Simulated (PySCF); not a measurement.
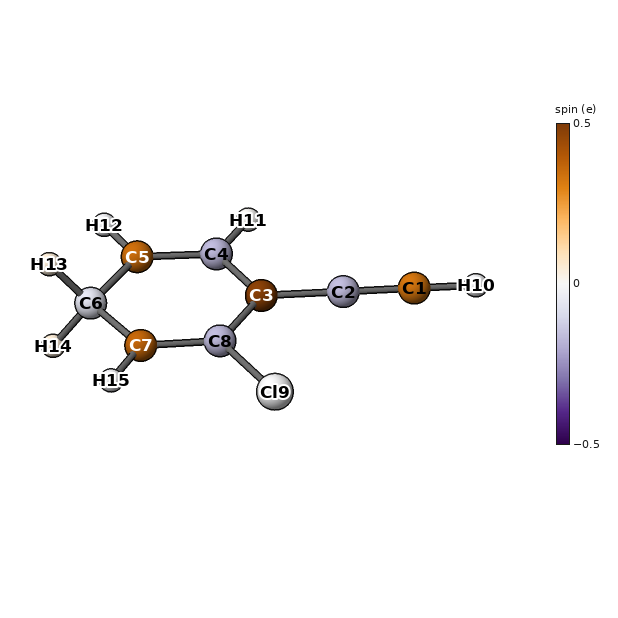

Atoms are coloured by their Mulliken spin populations. The species is neutral and a spin doublet. The geometry was computed by an optimisation with GFN2-xTB. No frequency run is at hand to confirm it as a minimum. Method: UKS B3LYP, pcH-1 on C Cl H, non-relativistic (PySCF 2.14.0).

Q: Which atom carries the largest spin population?

A: C3 (0.48 e).

Q: Which atom has the lowest spin population?

A: C4, C8 (−0.17 e); a negative value comes from spin polarisation.

Give the Mulliken spin populations atom by atom.

```tsv
atom	value (e)
C1	0.33
C2	−0.16
C3	0.48
C4	−0.17
C5	0.35
C6	−0.07
C7	0.37
C8	−0.17
Cl9	−0.01
H10	−0.01
H11	0.01
H12	−0.02
H13	0.05
H14	0.05
H15	−0.02
```

Mulliken values depend strongly on the basis set.
